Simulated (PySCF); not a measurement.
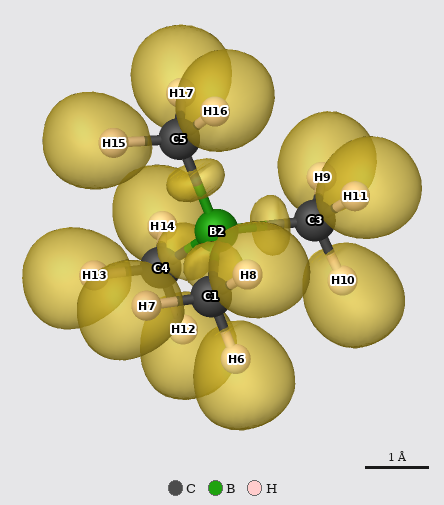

The picture shows: C4H12B (tetramethylborate) (charge −1). Isosurface of the electron localisation function at 0.85 (yellow), seen at a tilt. Only the valence region is drawn (cores and ρ < 0.01 e/Å³ removed).

Geometry: PBE0-D3(BJ)/def2-TZVP.

The calculation used PBE0/pcSseg-2, SCF density, gas phase, non-relativistic (PySCF).

| atom | x (Å) | y (Å) | z (Å) |
| --- | --- | --- | --- |
| C | -0.0221 | -1.2523 | -1.0674 |
| B | 0.0003 | 0.0006 | 0.0000 |
| C | 0.0746 | 1.4231 | -0.8243 |
| C | -1.3704 | -0.0339 | 0.9117 |
| C | 1.3147 | -0.1367 | 0.9812 |
| H | -0.8851 | -1.2031 | -1.7495 |
| H | -0.0770 | -2.2292 | -0.5619 |
| H | 0.8781 | -1.2768 | -1.7012 |
| H | 0.0928 | 2.2943 | -0.1509 |
| H | -0.7893 | 1.5623 | -1.4930 |
| H | 0.9748 | 1.4940 | -1.4546 |
| H | -2.2802 | 0.0481 | 0.2970 |
| H | -1.4632 | -0.9677 | 1.4877 |
| H | -1.4074 | 0.7906 | 1.6408 |
| H | 1.3111 | -1.0789 | 1.5510 |
| H | 2.2603 | -0.1134 | 0.4173 |
| H | 1.3687 | 0.6781 | 1.7199 |

What do the ELF domains correspond to?

Answer. At this value the surface marks out four regions between bonded B–C atoms (shared pairs) and twelve regions around hydrogen nuclei. Along the contacts the grid gives the following. C–B (1.65 Å): the ELF peaks at about 0.95 between the atoms (localised, covalent bonding). C–H (1.10 Å): the ELF climbs to about 1 towards the hydrogen, as it does in any bond to H; a covalent bond by its length.
